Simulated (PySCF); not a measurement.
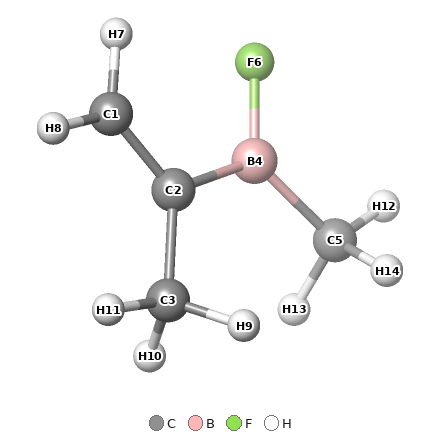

C₄H₈BF, SMILES C=C(C)B(C)F. Vertical core-electron binding energies by ΔSCF (PBE, pcX-2 on the ionised atom, pcseg-1 elsewhere, spin-free X2C; PySCF, at a PBE0-D3(BJ)/def2-SVP geometry (no frequency check)), gas phase, against the vacuum level. One atom of each kind was ionised; within a panel, areas follow the number of like atoms, each panel is scaled alone, Gaussians of 0.4 eV full width. Only the regions named are shown. Lines closer than the width merge in the curve.

Predict the C 1s, B 1s and F 1s photoelectron lines.

```
level  atoms  binding energy (eV)
 C 1s     C3                290.0
 C 1s     C1                289.5
 C 1s     C2                289.4
 C 1s     C5                289.4
 B 1s     B4                196.1
 F 1s     F6                691.3
```

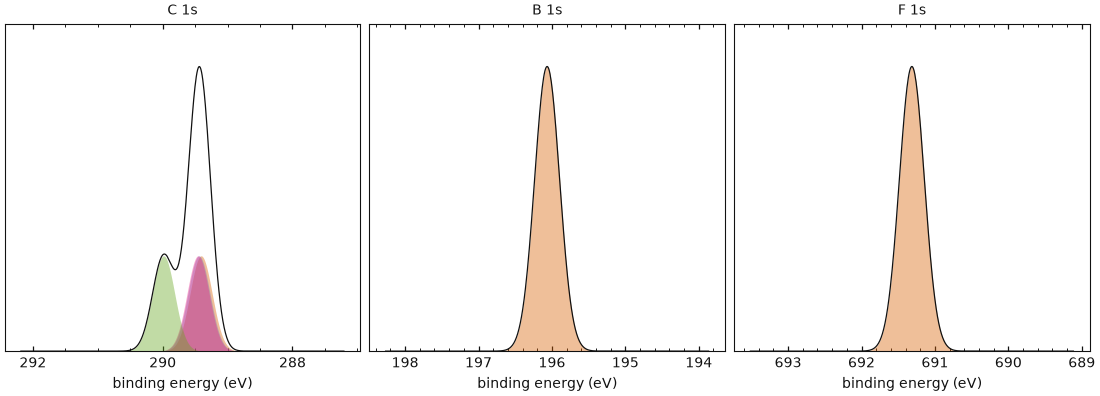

Note: one conformer of a flexible molecule.
